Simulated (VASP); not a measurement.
# A VASP study of MgS (Niningerite) (PBEsol): structure first, properties next

Wanted: the relaxed cell of MgS (Niningerite) and its properties. The steps: relaxing cell and atoms (PBEsol), second relaxation, single point with fields (PBEsol), bands along the symmetry lines (PBEsol), total and projected DOS (PBEsol), dielectric tensor and Born charges (PBEsol), optical spectrum (PBEsol) and a single point (PBEsol), changed input. The start is a cell from a database of measured crystal structures.

Main program and level: VASP 6.6.1; PBEsol; plane waves and PAW (Mg, S).

**1. Starting point**

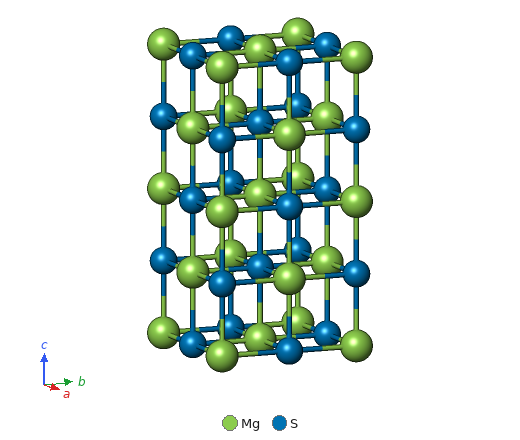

The cell as given, slightly off an axis (magnesium green, sulfur blue). 1×1×2 cells are drawn. This picture shows the conventional cell, with its axes. Some periodic images of atoms are drawn too.

**2. Relaxing cell and atoms (PBEsol)**

The start need not lie at this functional's minimum. ISIF = 3 frees volume, shape and positions, and EDIFFG sets the threshold on forces and stress at which the search stops. PBEsol restores the gradient expansion of exchange and is tuned for the cells of solids.

INCAR reads:

```
SYSTEM = MgS
PREC = Accurate
ENCUT = 400
EDIFF = 1E-06
NELM = 100
ISMEAR = 0
SIGMA = 0.05
LREAL = .FALSE.
ALGO = Normal
GGA = PS
NBANDS = 10
LORBIT = 11
LWAVE = .FALSE.
LCHARG = .FALSE.
KPAR = 2
IBRION = 2
NSW = 60
ISIF = 3
EDIFFG = -0.01
```

POSCAR reads:

```
MgS
1.0
    0.0000000000      2.6016500000      2.6016500000
    2.6016500000      0.0000000000      2.6016500000
    2.6016500000      2.6016500000      0.0000000000
Mg S
1 1
Direct
    0.0000000000      0.0000000000      0.0000000000
    0.5000000000      0.5000000000      0.5000000000
```

KPOINTS reads:

```
Automatic mesh
0
Gamma
7 7 7
0 0 0
```

The projector-augmented-wave data sets are Mg and S (PBE family, release 64).

The run is started by

```
$ mpirun -np 2 vasp_std
```

Output:

```text
[banner, memory and clock lines left out]
running    2 mpi-ranks, on    1 nodes
 distrk:  each k-point on    1 cores,    2 groups
 distr:  one band on    1 cores,    1 groups

 POSCAR found type information on POSCAR MgS
 POSCAR found :  2 types and       2 ions
|                                                                             |
|               ----> ADVICE to this user running VASP <----                  |
|                                                                             |
|     You enforced a specific xc type in the INCAR file but a different       |
|     [... a line on the potential file left out ...]
|     I HOPE YOU KNOW WHAT YOU ARE DOING!                                     |
|                                                                             |

 LDA part: xc-table for (Slater+PW92), standard interpolation
 POSCAR, INCAR and KPOINTS ok, starting setup
 FFT: planning ... GRIDC
 FFT: planning ... GRID_SOFT
 FFT: planning ... GRID
 WAVECAR not read
 entering main loop
       N       E                     dE             d eps       ncg     rms          rms(c)
DAV:   1     0.208669460294E+02    0.20867E+02   -0.31921E+03   416   0.524E+02
DAV:   2    -0.815405397897E+01   -0.29021E+02   -0.27969E+02   520   0.973E+01
DAV:   3    -0.943531916788E+01   -0.12813E+01   -0.12795E+01   474   0.227E+01
DAV:   4    -0.944276074747E+01   -0.74416E-02   -0.74410E-02   464   0.213E+00
DAV:   5    -0.944281886794E+01   -0.58120E-04   -0.58120E-04   466   0.187E-01    0.410E+00
DAV:   6    -0.911594912031E+01    0.32687E+00   -0.72822E-01   424   0.355E+00    0.309E+00
DAV:   7    -0.907505044706E+01    0.40899E-01   -0.18848E-01   460   0.195E+00    0.192E+00
DAV:   8    -0.907238830602E+01    0.26621E-02   -0.10186E-02   434   0.628E-01    0.726E-01
DAV:   9    -0.907218580719E+01    0.20250E-03   -0.50560E-04   430   0.135E-01    0.300E-01
DAV:  10    -0.907217924950E+01    0.65577E-05   -0.10535E-04   462   0.496E-02    0.459E-02
DAV:  11    -0.907218182039E+01   -0.25709E-05   -0.22698E-06   424   0.943E-03    0.161E-02
DAV:  12    -0.907218191396E+01   -0.93567E-07   -0.99047E-08   224   0.180E-03
   1 F= -.90721819E+01 E0= -.90721819E+01  d E =-.907218E+01
 curvature:   0.00 expect dE= 0.000E+00 dE for cont linesearch  0.000E+00
 trial: gam= 0.00000 g(F)=  0.455E-61 g(S)=  0.436E-02 ort = 0.000E+00 (trialstep = 0.100E+01)
 search vector abs. value=  0.436E-02
 bond charge predicted
       N       E                     dE             d eps       ncg     rms          rms(c)
DAV:   1    -0.908282877433E+01   -0.10647E-01   -0.17277E-01   402   0.226E+00    0.739E-01
DAV:   2    -0.907475195190E+01    0.80768E-02   -0.20618E-02   412   0.659E-01    0.242E-01
DAV:   3    -0.907389204023E+01    0.85991E-03   -0.49663E-03   436   0.343E-01    0.177E-01
DAV:   4    -0.907388160896E+01    0.10431E-04   -0.38497E-05   428   0.451E-02    0.155E-01
DAV:   5    -0.907386301333E+01    0.18596E-04   -0.19821E-05   418   0.280E-02    0.217E-02
DAV:   6    -0.907386240154E+01    0.61179E-06   -0.47458E-07   210   0.463E-03
   2 F= -.90738624E+01 E0= -.90738624E+01  d E =-.168049E-02
 trial-energy change:   -0.001680  1 .order   -0.001658   -0.004358    0.001042
 step:   0.8109(harm=  0.8070)  dis= 0.00000  next Energy=    -9.073961 (dE=-0.178E-02)
 bond charge predicted
       N       E                     dE             d eps       ncg     rms          rms(c)
DAV:   1    -0.907428144175E+01   -0.41843E-03   -0.61547E-03   406   0.424E-01    0.138E-01
DAV:   2    -0.907398934903E+01    0.29209E-03   -0.75148E-04   412   0.126E-01    0.455E-02
DAV:   3    -0.907395903897E+01    0.30310E-04   -0.17798E-04   440   0.648E-02    0.316E-02
DAV:   4    -0.907395855932E+01    0.47965E-06   -0.13433E-06   338   0.856E-03
   3 F= -.90739586E+01 E0= -.90739586E+01  d E =-.177665E-02
 curvature:  -0.40 expect dE=-0.202E-07 dE for cont linesearch -0.202E-07
 trial: gam=-0.00338 g(F)=  0.450E-61 g(S)=  0.500E-07 ort = 0.148E-04 (trialstep = 0.962E+00)
 search vector abs. value=  0.101E-09
 reached required accuracy - stopping structural energy minimisation
```

Elapsed: 4.6 s, on 2 MPI ranks of Intel Xeon Platinum 8375C at 2.90GHz (Ice Lake), shared host; peak memory 0.24 GiB.

The logs omit lines about the potential files and the build; timing stands in the text.

Parts of OUTCAR (step 2):

```text
ion  position               nearest neighbor table
   1  0.000  0.000  0.000-   2 2.60   2 2.60   2 2.60   2 2.60   2 2.60   2 2.60
   2  0.500  0.500  0.500-   1 2.60   1 2.60   1 2.60   1 2.60   1 2.60   1 2.60

  LATTYP: Found a face centered cubic cell.
 ALAT       =     5.2033000000

 Subroutine GETGRP returns: Found 48 space group operations
 (whereof 48 operations were pure point group operations)

The static configuration has the point symmetry O_h .

 Found     20 irreducible k-points:

   k-points           NKPTS =     20   k-points in BZ     NKDIM =     20   number of bands    NBANDS=     10

   dimension x,y,z NGX =    24 NGY =   24 NGZ =   24
   dimension x,y,z NGXF=    48 NGYF=   48 NGZF=   48

   ENCUT  =  400.0 eV  29.40 Ry    5.42 a.u.   6.00  6.00  6.00*2*pi/ulx,y,z

   NELECT =       8.0000    total number of electrons

 k-points in reciprocal lattice and weights: Automatic mesh
   0.00000000  0.00000000  0.00000000       0.003
   0.14285714  0.00000000  0.00000000       0.023
   0.28571429  0.00000000  0.00000000       0.023
   0.42857143  0.00000000  0.00000000       0.023
   0.14285714  0.14285714  0.00000000       0.017
   0.28571429  0.14285714  0.00000000       0.070
   0.42857143  0.14285714  0.00000000       0.070
  -0.42857143  0.14285714  0.00000000       0.070
  -0.28571429  0.14285714  0.00000000       0.070
[...]
-0.42857143  0.42857143  0.14285714       0.070
  -0.28571429  0.42857143  0.14285714       0.070

 average (electrostatic) potential at core
       1 -36.3878       2 -86.0854

 E-fermi :   4.0746

 k-point     1 :       0.0000    0.0000    0.0000
  band No.  band energies     occupation
      1      -8.9607      2.00000
      2       3.8070      2.00000
      3       3.8070      2.00000
      4       3.8070      2.00000
      5       7.5128      0.00000
      6      11.6510      0.00000
      7      11.6510      0.00000
      8      11.6510      0.00000
      9      14.1335      0.00000
    ...

 k-point     2 :       0.1429    0.0000    0.0000
  band No.  band energies     occupation
      1      -8.7580      2.00000
      2       2.4764      2.00000
      3       3.6717      2.00000
      4       3.6717      2.00000
      5       8.4530      0.00000
      6      11.3282      0.00000
      7      11.9401      0.00000
      8      11.9401      0.00000
      9      13.4258      0.00000
    ...

 k-point     3 :       0.2857    0.0000    0.0000
  band No.  band energies     occupation
      1      -8.2291      2.00000
      2       0.4374      2.00000
      3       3.4038      2.00000
      4       3.4038      2.00000
      5       8.6086      0.00000
      6      11.3442      0.00000
      7      11.3442      0.00000
      8      12.5748      0.00000
      9      14.5297      0.00000
    ...

  Total       -0.0008315     -0.0008315     -0.0008315      0.0000000      0.0000000      0.0000000
  in kB       -0.0383777     -0.0383777     -0.0383777      0.0000000      0.0000000      0.0000000
  external PRESSURE =      -0.0383777 kB  Pullay stress =       0.0000000 kB

  energy-cutoff  :      400.00
  volume of cell :       34.71
      direct lattice vectors                 reciprocal lattice vectors
     0.000000000  2.589162441  2.589162441    -0.193112642  0.193112642  0.193112642
     2.589162441  0.000000000  2.589162441     0.193112642 -0.193112642  0.193112642
     2.589162441  2.589162441 -0.000000000     0.193112642  0.193112642 -0.193112642

 POSITION                                       TOTAL-FORCE (eV/Angst)
 -----------------------------------------------------------------------------------
      0.00000      0.00000      0.00000        -0.000000      0.000000      0.000000
      2.58916      2.58916      2.58916         0.000000     -0.000000     -0.000000
 -----------------------------------------------------------------------------------
    total drift:                               -0.000000     -0.000000      0.000000

  FREE ENERGIE OF THE ION-ELECTRON SYSTEM (eV)
  ---------------------------------------------------
  free  energy   TOTEN  =        -9.0739585593 eV

  energy  without entropy=       -9.0739585593  energy(sigma->0) =       -9.07395856

 reached required accuracy - stopping structural energy minimisation

 total charge
# of ion       s       p       d       tot
------------------------------------------
    1        0.139   0.132   0.041   0.312
    2        1.309   2.485   0.000   3.793
--------------------------------------------------
tot          1.447   2.617   0.041   4.105

[... 3 further parts left out ...]
```

CONTCAR:

```
MgS
   1.00000000000000
     0.0000000000000000    2.5891624411899179    2.5891624411899179
     2.5891624411899179    0.0000000000000000    2.5891624411899179
     2.5891624411899179    2.5891624411899179   -0.0000000000000000
  Mg              S
     1     1
Direct
     0.0000000000000000    0.0000000000000000    0.0000000000000000
     0.5000000000000000    0.5000000000000000    0.5000000000000000
```

The gap is read on the k-mesh alone, so it is an upper bound where the band edges lie off the mesh. The PAW data sets were made with PBE, which is usual practice but a small mismatch for other functionals. The run keeps the 48 symmetry operations of its start, so it cannot find a distortion of lower symmetry.

Relaxation path:

| step | energy less that of the first step (eV) | largest force (eV/Å) | pressure (GPa) | volume (Å³) |
| --- | --- | --- | --- | --- |
| 1 | 0.0000 | 0.0000 | -1.12 | 35.22 |
| 2 | -0.0017 | 0.0000 | 0.27 | 34.60 |
| 3 | -0.0018 | 0.0000 | 0.00 | 34.71 |

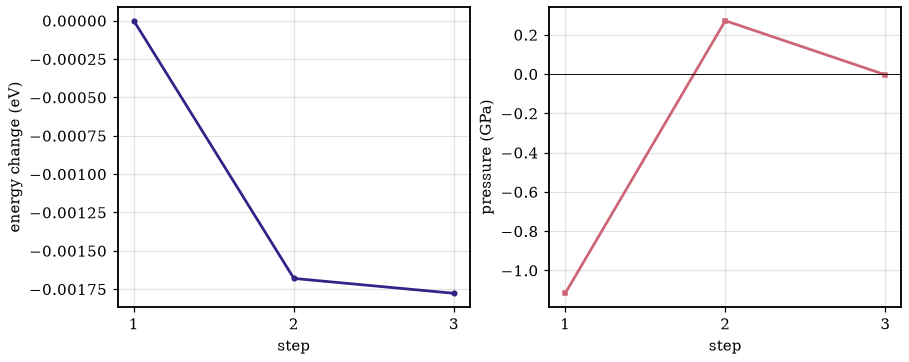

Energy and pressure along the relaxation.

| conventional cell, symmetrised | before | after | change |
| --- | --- | --- | --- |
| a (Å) | 5.203 | 5.178 | -0.5 % |
| b (Å) | 5.203 | 5.178 | -0.5 % |
| c (Å) | 5.203 | 5.178 | -0.5 % |
| volume (Å³/atom) | 17.61 | 17.36 | -1.4 % |

The relaxed structure:

```cif
data_structure
_symmetry_space_group_name_H-M 'P 1'
_symmetry_Int_Tables_number 1
_cell_length_a 3.6616
_cell_length_b 3.6616
_cell_length_c 3.6616
_cell_angle_alpha 60.000
_cell_angle_beta 60.000
_cell_angle_gamma 60.000
_cell_volume 34.71
loop_
_atom_site_label
_atom_site_type_symbol
_atom_site_fract_x
_atom_site_fract_y
_atom_site_fract_z
_atom_site_occupancy
Mg1 Mg 0.00000 0.00000 0.00000 1
S2 S 0.50000 0.50000 0.50000 1
```

This step gave:

```
electrons                       : 8
bands                           : 10
irreducible k-points            : 20
symmetry operations             : 48
free energy (TOTEN)             : -9.074 eV
Fermi energy                    : 4.075 eV
pressure                        : -0.003838 GPa
metallic                        : no
valence top at k                : 0, 0, 0
conduction bottom at k          : 0.4286, 0.4286, 0
least direct gap at k           : 0, 0, 0
SCF cycles over all ionic steps : 22
gap on the k-mesh               : 2.948 eV
least direct gap on the k-mesh  : 3.706 eV
```

It ends with forces that vanish by symmetry and a pressure of 0.00 GPa. The volume lies -1.4 % from that of the database's start, which holds the thermal and zero-point expansion of its experiment.

**3. Second relaxation**

The basis stayed that of the start cell while the cell moved. A rerun from the cell reached resets it; the error of the finite cutoff stays. The mesh changes with the cell too.

INCAR is that of step 2.

POSCAR reads:

```
MgS
1.0
    0.0000000000      2.5891624412      2.5891624412
    2.5891624412      0.0000000000      2.5891624412
    2.5891624412      2.5891624412      0.0000000000
Mg S
1 1
Direct
    0.0000000000      0.0000000000      0.0000000000
    0.5000000000      0.5000000000      0.5000000000
```

KPOINTS reads:

```
Automatic mesh
0
Gamma
8 8 8
0 0 0
```

The run is started by

```
$ mpirun -np 2 vasp_std
```

Output:

```text
[banner, memory and clock lines left out]
running    2 mpi-ranks, on    1 nodes
 distrk:  each k-point on    1 cores,    2 groups
 distr:  one band on    1 cores,    1 groups

 POSCAR found type information on POSCAR MgS
 POSCAR found :  2 types and       2 ions
 [... a notice as in an earlier step ...]

 LDA part: xc-table for (Slater+PW92), standard interpolation
 POSCAR, INCAR and KPOINTS ok, starting setup
 FFT: planning ... GRIDC
 FFT: planning ... GRID_SOFT
 FFT: planning ... GRID
 WAVECAR not read
 entering main loop
       N       E                     dE             d eps       ncg     rms          rms(c)
DAV:   1     0.136361653688E+02    0.13636E+02   -0.33009E+03   660   0.526E+02
DAV:   2    -0.861194661249E+01   -0.22248E+02   -0.20647E+02   748   0.916E+01
DAV:   3    -0.943539434091E+01   -0.82345E+00   -0.82260E+00   678   0.187E+01
DAV:   4    -0.944013335652E+01   -0.47390E-02   -0.47384E-02   746   0.173E+00
DAV:   5    -0.944016337998E+01   -0.30023E-04   -0.30023E-04   662   0.121E-01    0.416E+00
DAV:   6    -0.911791538600E+01    0.32225E+00   -0.70787E-01   624   0.353E+00    0.315E+00
DAV:   7    -0.907727366435E+01    0.40642E-01   -0.18941E-01   652   0.197E+00    0.194E+00
DAV:   8    -0.907473714566E+01    0.25365E-02   -0.99786E-03   650   0.617E-01    0.710E-01
DAV:   9    -0.907454463914E+01    0.19251E-03   -0.47573E-04   646   0.130E-01    0.300E-01
DAV:  10    -0.907453877513E+01    0.58640E-05   -0.15412E-04   646   0.589E-02    0.115E-02
DAV:  11    -0.907453908190E+01   -0.30678E-06   -0.25835E-06   636   0.973E-03
   1 F= -.90745391E+01 E0= -.90745391E+01  d E =-.907454E+01
 curvature:   0.00 expect dE= 0.000E+00 dE for cont linesearch  0.000E+00
 trial: gam= 0.00000 g(F)=  0.167E-61 g(S)=  0.247E-05 ort = 0.000E+00 (trialstep = 0.100E+01)
 search vector abs. value=  0.247E-05
 reached required accuracy - stopping structural energy minimisation
```

It took 4.6 s on 2 MPI ranks; peak memory 0.25 GiB; 7.6 s of CPU time.

Parts of OUTCAR (step 3):

```text
  LATTYP: Found a face centered cubic cell.
 ALAT       =     5.1783248824

The static configuration has the point symmetry O_h .

 Found     29 irreducible k-points:

   k-points           NKPTS =     29   k-points in BZ     NKDIM =     29   number of bands    NBANDS=     10

   ENCUT  =  400.0 eV  29.40 Ry    5.42 a.u.   5.97  5.97  5.97*2*pi/ulx,y,z

   NELECT =       8.0000    total number of electrons

 E-fermi :   4.0116

 k-point     1 :       0.0000    0.0000    0.0000
  band No.  band energies     occupation
      1      -8.9611      2.00000
      2       3.8062      2.00000
      3       3.8062      2.00000
      4       3.8062      2.00000
      5       7.5126      0.00000
      6      11.6506      0.00000
      7      11.6506      0.00000
      8      11.6506      0.00000
      9      14.1332      0.00000
    ...

 k-point     2 :       0.1250    0.0000    0.0000
  band No.  band energies     occupation
      1      -8.8048      2.00000
      2       2.7269      2.00000
      3       3.7000      2.00000
      4       3.7000      2.00000
      5       8.3167      0.00000
      6      11.3340      0.00000
      7      11.9096      0.00000
      8      11.9096      0.00000
      9      13.4896      0.00000
    ...

  Total       -0.0058423     -0.0058423     -0.0058423      0.0000000      0.0000000     -0.0000000
  in kB       -0.2696425     -0.2696425     -0.2696425      0.0000000      0.0000000     -0.0000000
  external PRESSURE =      -0.2696425 kB  Pullay stress =       0.0000000 kB

  energy-cutoff  :      400.00
  volume of cell :       34.71
      direct lattice vectors                 reciprocal lattice vectors
     0.000000000  2.589162441  2.589162441    -0.193112642  0.193112642  0.193112642
     2.589162441  0.000000000  2.589162441     0.193112642 -0.193112642  0.193112642
     2.589162441  2.589162441  0.000000000     0.193112642  0.193112642 -0.193112642

 POSITION                                       TOTAL-FORCE (eV/Angst)
 -----------------------------------------------------------------------------------
      0.00000      0.00000      0.00000         0.000000      0.000000     -0.000000
      2.58916      2.58916      2.58916        -0.000000     -0.000000      0.000000
 -----------------------------------------------------------------------------------
    total drift:                               -0.000000     -0.000000      0.000000

  FREE ENERGIE OF THE ION-ELECTRON SYSTEM (eV)
  ---------------------------------------------------
  free  energy   TOTEN  =        -9.0745390819 eV

  energy  without entropy=       -9.0745390819  energy(sigma->0) =       -9.07453908

 total charge
# of ion       s       p       d       tot
------------------------------------------
    1        0.139   0.132   0.041   0.312
    2        1.309   2.484   0.000   3.793
--------------------------------------------------
tot          1.447   2.616   0.041   4.105

[... 3 parts as in an earlier step ...]

[... 7 further parts left out ...]
```

CONTCAR:

```
MgS
   1.00000000000000
     0.0000000000000000    2.5891624412000001    2.5891624412000001
     2.5891624412000001    0.0000000000000000    2.5891624412000001
     2.5891624412000001    2.5891624412000001    0.0000000000000000
  Mg              S
     1     1
Direct
     0.0000000000000000    0.0000000000000000    0.0000000000000000
     0.5000000000000000    0.5000000000000000    0.5000000000000000
```

Little changed from the start: no atom moved by 0.005 Å and no cell edge by 0.1 %.

This step gave:

```yaml
irreducible_k_points: 29
free_energy_toten: -9.075 eV
fermi_energy: 4.012 eV
pressure: -0.02696 GPa
conduction_bottom_at_k: 0.5, 0.5, 0
scf_cycles_over_all_ionic_steps: 11
gap_on_the_k_mesh: 2.734 eV
```

It ends with forces that vanish by symmetry and a pressure of -0.03 GPa. The volume moved by under 0.01 %: the run met its threshold at the first step.

(Part 1 of 4 ends here.)

[Lines on the potential files, build, host, timing and source positions are cut from VASP's logs without a mark.]

[Logs are printed without paths, hosts, clocks, repeated set-up lines and the standing remarks that a program may print on its own settings, such as how far it seeks lower states.]

[Hosts, paths, dates, database ids (printed as entryN), source tags and the programs' standing remarks are cut or masked in the printed files.]

[A measured line is paired with the nearest computed mode of its activity, which favours agreement.]
